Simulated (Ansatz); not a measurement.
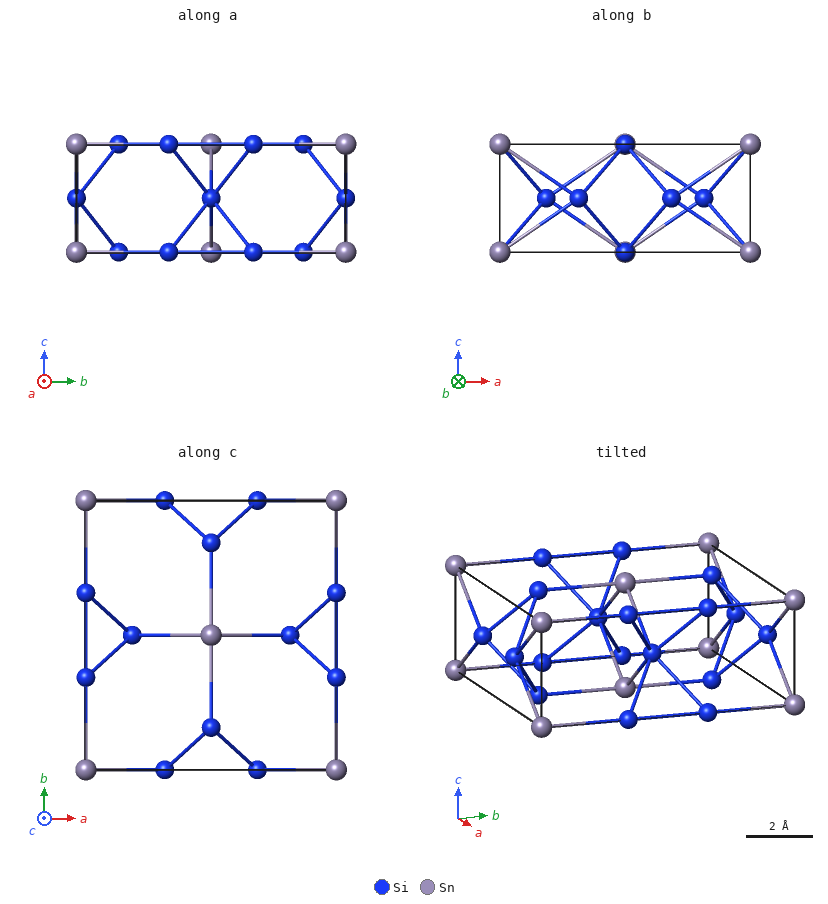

The image is a ball-and-stick drawing of a crystal, viewed along the a axis, along the b axis, along the c axis and slightly off an axis. The outline marks the conventional unit cell.

Lattice parameters: a = 7.645 Å, b = 8.219 Å, c = 3.294 Å, α = 90.00°, β = 90.00°, γ = 90.00°.

**Convert the drawing into a table of Wyckoff sites, with free fractional coordinates to two decimals.**

Space group Cmmm (No. 65).
```tsv
atom	site	x	y	z
Si	4i	0.50	0.16	0.00
Si	4h	0.69	0.00	0.50
Sn	2a	0.50	0.50	0.00
```

The cell started as a structure type filled with these elements by a generator (whether the compound takes this form wasn't checked). A relaxation with Ansatz 0.2.0, DFT PBE, scalar-relativistic, plane waves, PAW gave the geometry drawn.
